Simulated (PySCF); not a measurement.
C4H14N2Si

The calculation's input:

```
{"job": {"kind": "nmr", "xc": "PBE0", "basis": "pcSseg-1"}, "charge": 0, "multiplicity": 1}
C     -2.805272     0.451876     0.325681
C     -2.089141    -0.706978    -0.353558
C     -0.793960    -0.275568    -1.033983
Si     0.530717     0.342876     0.188332
N      0.649238    -0.484560     1.701945
N      2.036671     0.023063    -0.581581
C      3.295111     0.364163     0.035022
H     -2.190453     0.872280     1.116863
H     -3.015905     1.239036    -0.395115
H     -3.747852     0.120725     0.757692
H     -1.866871    -1.478902     0.387297
H     -2.763001    -1.150566    -1.093533
H     -0.404396    -1.124209    -1.599673
H     -1.029426     0.500011    -1.763940
H      0.281784     1.743581     0.575707
H      1.117837    -1.376679     1.712950
H     -0.164131    -0.520242     2.293796
H      2.076351     0.137289    -1.583009
H      4.087480    -0.286642    -0.341609
H      3.200325     0.221773     1.107507
H      3.585973     1.404616    -0.147856
```

Launched as:

```sh
OMP_NUM_THREADS=1 python probes_run.py task.json out
```

Geometry: GFN2-xTB.

All numbers below come from PBE0/pcSseg-1, SCF density, gas phase, non-relativistic in PySCF.

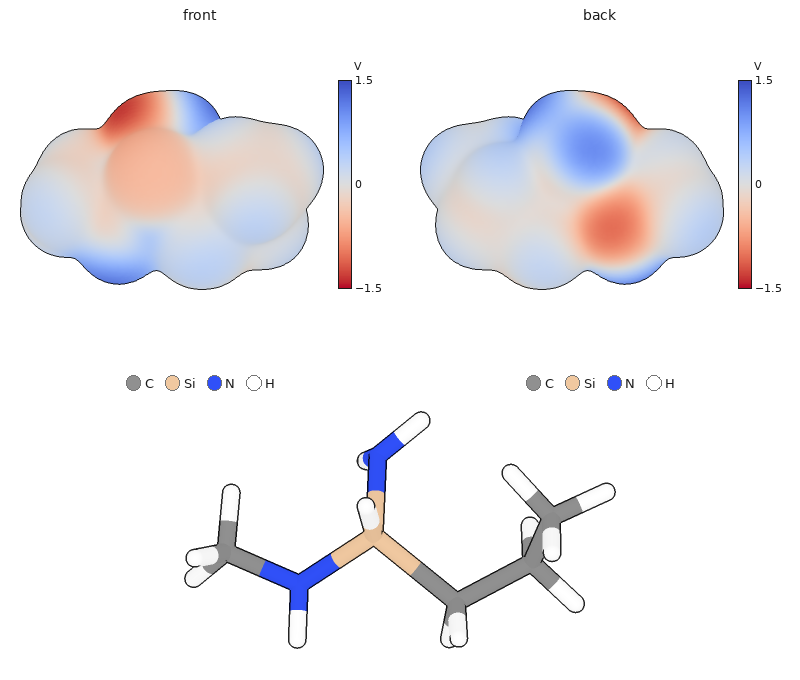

Figure 1. The electrostatic potential painted on the density surface at 0.001 e/bohr³, seen from the front and from behind; red is negative and blue positive. The bare structure is drawn below in the same view.

Which sites attract a positive test charge, and which a negative one?

A positive charge is drawn to the negative regions and a negative charge to the positive ones. The most negative region (about −1.3 V) lies over N5, the most positive (about +1.1 V) over H17 and H18. N5 is the likeliest acceptor of a hydrogen bond.

What dipole moment does the calculation give?

Its dipole moment is 0.89 D.

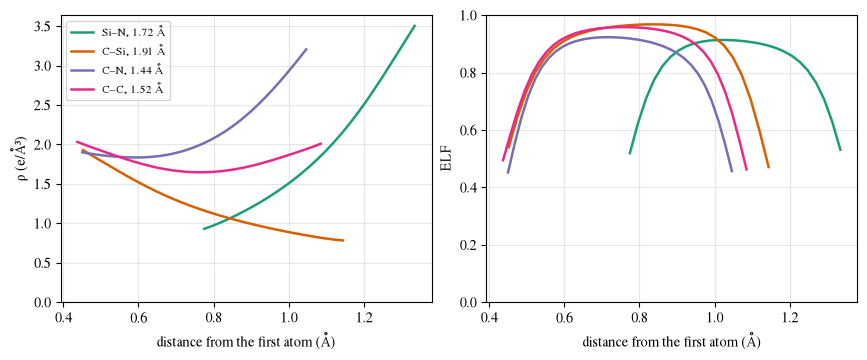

Figure 2. Total electron density and electron localisation function along straight lines between neighbouring atoms. The curves leave out the atomic cores.

What kind of bonding do the profiles show?

Si–N (1.72 Å): ρ is about 1.1 e/Å³ halfway; the ELF peaks at about 0.90 between the atoms: a polar covalent bond.
C–Si (1.91 Å): ρ at the midpoint is about 0.93 e/Å³; the ELF peaks at about 0.95 between the atoms: localised, covalent bonding.
C–N (1.44 Å): ρ at the midpoint is about 1.9 e/Å³; the ELF peaks at about 0.90 between the atoms, as expected for localised, covalent bonding.
C–C (1.52 Å): ρ at the midpoint is about 1.6 e/Å³; the ELF peaks at about 0.95 between the atoms: localised, covalent bonding.
